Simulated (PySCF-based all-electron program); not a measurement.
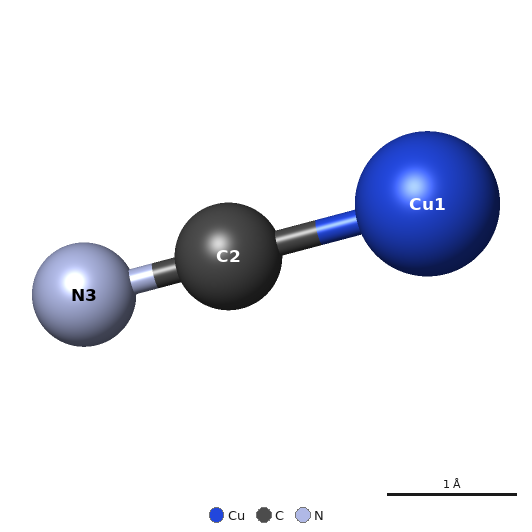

Figure made from data computed with PySCF-based all-electron program.

Numbered structure. Charge 0, singlet. Geometry: a fixed input geometry, not necessarily a minimum.

Give the bond lengths.

| bond | length (Å) |
| --- | --- |
| Cu1–C2 | 1.613 |
| C2–N3 | 1.170 |
